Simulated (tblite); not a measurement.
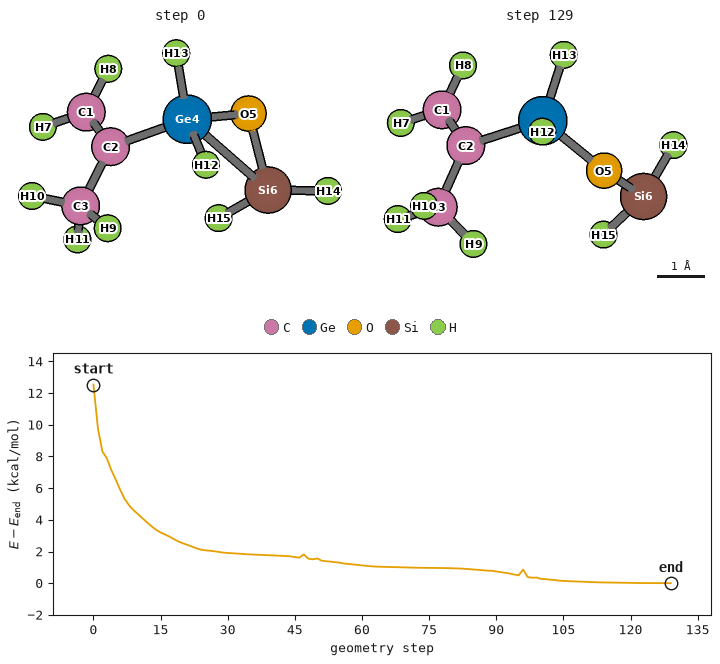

First and last geometry of a relaxation of C$_{3}$H$_{9}$GeOSi (multiplicity 2), with the history of the run. Style: ball-and-stick. Shown face on.

These are results of tblite, GFN2-xTB geometry optimisation, gas phase, not measurements. 

Q: What do the curves and the structures tell?

A: It converged. The energy falls by 12.5 kcal/mol in 129 geometry steps. O5 moves most after the best rigid fit: 1.47 Å. Largest moves by element: O 1.47 Å, H 1.06 Å, Si 0.37 Å, Ge 0.14 Å, C 0.11 Å. Some distances before and after: Ge4–Si6 2.783 → 3.213 Å, O5–Si6 1.727 → 1.620 Å, Ge4–H12 1.562 → 1.510 Å, Ge4–H13 1.566 → 1.517 Å. Among the angles between lasting bonds that change: Ge4–O5–Si6 105.0° → 144.2°, O5–Ge4–H12 110.8° → 100.5°, C2–Ge4–H12 110.4° → 115.2°. Groups turn about O5–Si6 by about 135°, Ge4–O5 by about 130°, C2–C3 by about 55°. The run took 0.75 s on 1 thread of Arm Neoverse V2, with other jobs on the host.

| step | E − E(0), kcal/mol |
| --- | --- |
| 0 | 0.00 |
| 1 | -2.76 |
| 2 | -4.23 |
| 3 | -4.66 |
| 4 | -5.40 |
| 5 | -6.01 |
| 6 | -6.66 |
| 7 | -7.24 |
| 8 | -7.64 |
| 9 | -7.94 |
| 10 | -8.20 |
| 16 | -9.47 |
| 23 | -10.34 |
| 29 | -10.61 |
| 35 | -10.72 |
| 41 | -10.79 |
| 48 | -10.99 |
| 54 | -11.22 |
| 60 | -11.42 |
| 66 | -11.52 |
| 73 | -11.57 |
| 79 | -11.59 |
| 85 | -11.68 |
| 91 | -11.85 |
| 98 | -12.20 |
| 104 | -12.38 |
| 110 | -12.46 |
| 116 | -12.51 |
| 123 | -12.53 |
| 129 | -12.54 |
